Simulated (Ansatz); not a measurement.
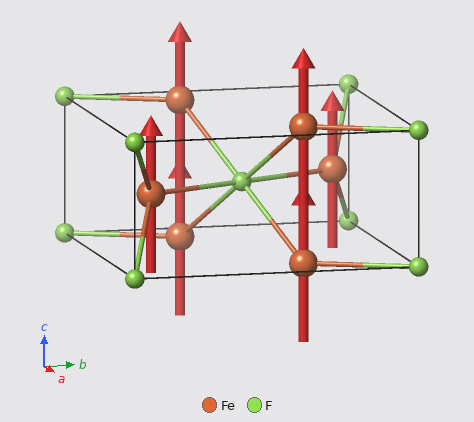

Structure drawing (ball-and-stick), viewed slightly off an axis. The frame is the simulation cell; atoms at its boundary are shown with their periodic copies. Arrows are the site magnetic moments above 0.25 μB (those induced on non-metal atoms are left out); longer means larger, and red and blue are up and down (without spin-orbit coupling the axis itself is arbitrary).

This is the state reached for Fe₂F. All computed values are from Ansatz, DFT PBE, scalar-relativistic, plane waves, PAW. Settings: plane waves up to 420 eV, Brillouin-zone sampling on an 8×8×14 mesh, Gaussian smearing of 0.1 eV, collinear spins.

How are the moments ordered?

Answer. Ferromagnetic (within this cell). Site moments: 4 Fe +3.0 μB. The net spin moment of the whole cell is 12.6 μB, including what lies between the atoms and on sites without an arrow.

The structure comes from a textbook structure type filled with these elements (whether it is the usual form wasn't checked). The picture shows the end point of a geometry optimisation with DFT PBE, scalar-relativistic, plane waves, PAW in Ansatz 0.2.0.
